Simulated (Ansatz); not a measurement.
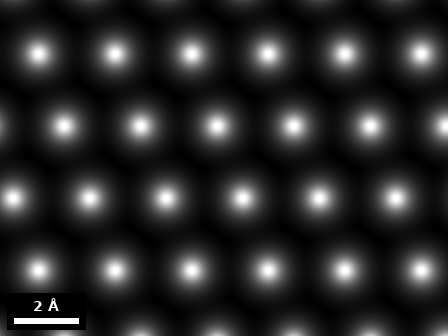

Map of the projected electrostatic potential of a crystal. Computed as the sum of neutral-atom potentials (tabulated electron scattering factors, B = 0.8 Å²) projected along the beam and smoothed by 0.25 Å; brighter is more positive. The display is stretched by a gamma of 0.6; percentages refer to the linear signal.

> Give the net of the columns and its spacings.

The pattern repeats on a centred rectangular net of 2.8 × 3.9 Å.

> Which plane group does this projection have?

c2mm: perpendicular mirror lines on a centred net, with further twofold points between them.

> How many columns does the smallest repeating cell hold, and how many levels of brightness?

1 column in the primitive cell of 5.4 Å², all of one brightness.

The crystal is Pd (Fm-3m, No. 225) seen along [110]. Model: the geometry given to an electronic-structure calculation, possibly off equilibrium.
